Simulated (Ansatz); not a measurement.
**FHNSi$_{2}$ (SMILES F[SiH]N=[Si]) (doublet): density, localisation and related maps**

The calculation's input:

```
crystal:
  periodic: [false, false, false]
  atoms:
    - {symbol: F, position_ang: [-0.419739, 2.560211, 1.579097]}
    - {symbol: N, position_ang: [-2.459687, 1.696851, 3.192316]}
    - {symbol: Si, position_ang: [-1.465762, 1.341189, 1.859002]}
    - {symbol: Si, position_ang: [-3.509456, 2.060339, 4.319922]}
    - {symbol: H, position_ang: [-0.648212, 0.108892, 2.099226]}
basis:
  gaussian:
    orbitals: def2-TZVPD
magnetization:
  spin_polarized: true
  initial_magnetization: 1
hamiltonian:
  xc: pbe0
output: {forces: true, orbitals: {seedname: orbitals}}
```

Run with:

```sh
ansatz run input.yaml --threads 1 --pin off --max-ram 2610MiB --events-out events.jsonl --progress --plain --runs-dir runs
```

Geometry: PBE0-D3(BJ)/def2-SVP.

All numbers below come from isolated molecule in a Gaussian basis; Kohn-Sham density functional theory, functional PBE0 in Ansatz.

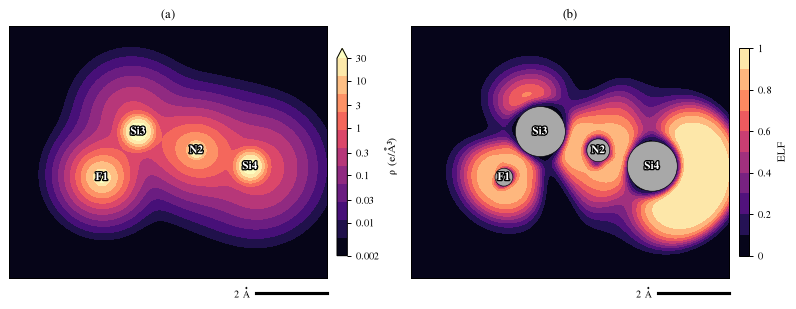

Figure 1. (a) total electron density; (b) electron localisation function on the plane of atoms F1, Si3 and N2. Grey discs cover the atomic cores in the ELF map.

Interpret the plot.

- The plane passes through F, N and Si nuclei.
- Si–N (1.58 Å): the density is about 1.4 e/Å³ at the midpoint; the ELF peaks at about 0.85 between the atoms (a short, strongly polar bond).
- Si–F (1.63 Å): ρ is about 1.1 e/Å³ halfway; the ELF peaks at about 0.85 in the valence shell of F, 0.6 Å from its nucleus, and is about 0.55 at the midpoint.
- Si–N (1.70 Å): ρ at the midpoint is about 1.1 e/Å³; the ELF peaks at about 0.90 between the atoms, as expected for a polar covalent bond.
- The ELF also peaks beside F1 and Si4, away from the bonds: non-bonding electrons, paired or unpaired.

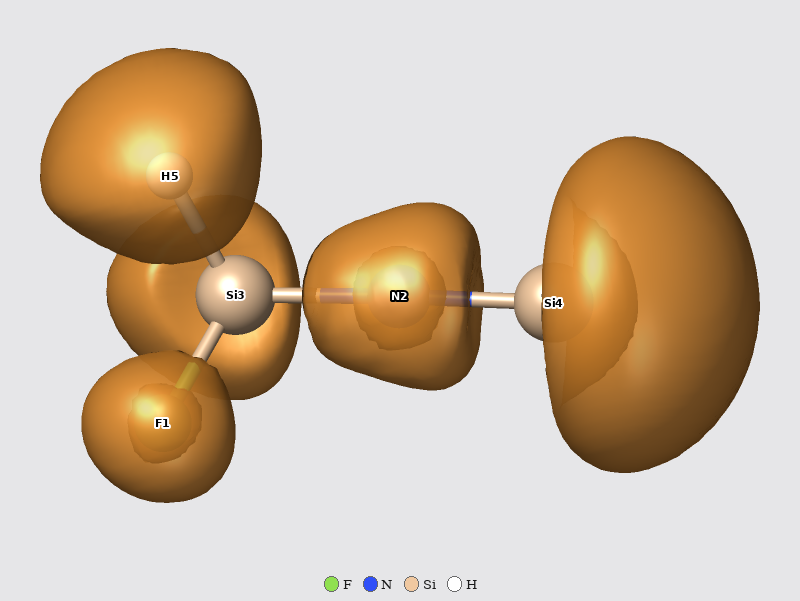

Figure 2. Isosurface of the ELF at 0.75 (orange), seen across its widest extent. Only the valence region is drawn (cores and ρ < 0.01 e/Å³ removed).

Identify the bonds, lone pairs and shells in this picture.

The surface consists of one region around a hydrogen nucleus, one region on N in which the atom's valence shell and bonds are merged, two lobes on Si, pointing away from the bonds (non-bonding electrons) and one region wrapped around F (its lone pairs, merged into a ring or cap).

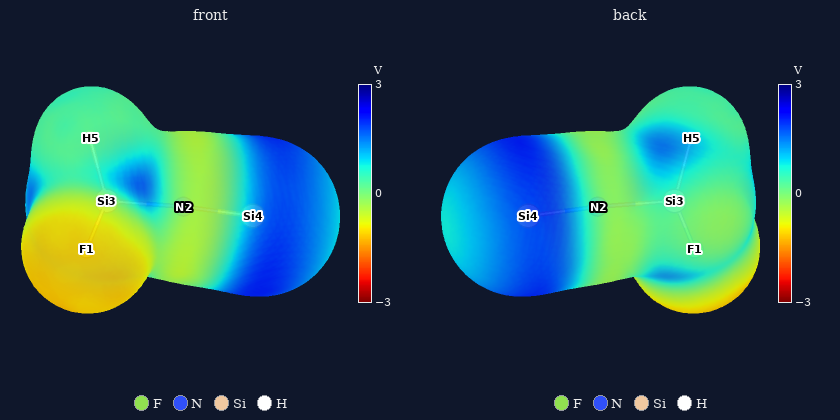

Figure 3. The molecular electrostatic potential painted on the density surface at 0.004 e/bohr³, seen from the front and from behind; red is negative and blue positive.

Where is the surface potential most negative and most positive?

The most negative region (about −1.2 V, or −28 kcal/mol for a unit charge) lies over F1, the most positive (about +2.1 V, or +48 kcal/mol for a unit charge) over Si4.

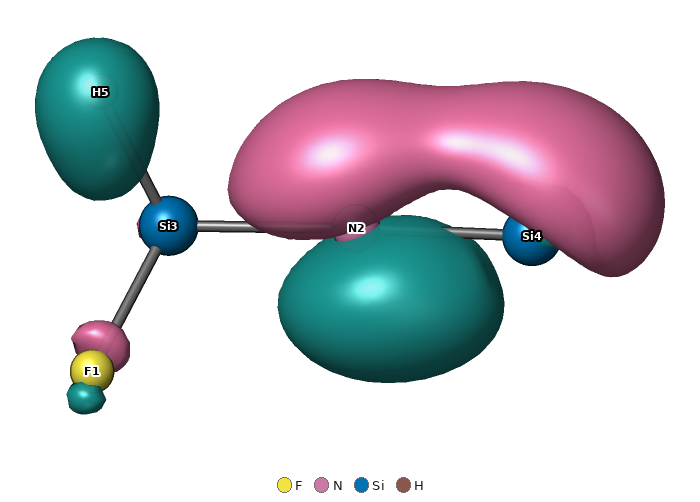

Figure 4. One frontier orbital at ±0.15 Å⁻³ᐟ² (teal and pink are the two phases), seen across its widest extent.

Which orbital is it: HOMO (β) or LUMO (β)?

The HOMO (β), at −8.67 eV. Its weight (Hirshfeld) is mainly on N2 (about 50 %), Si4 (about 35 %), Si3 (about 10 %) and H5 (about 5 %).
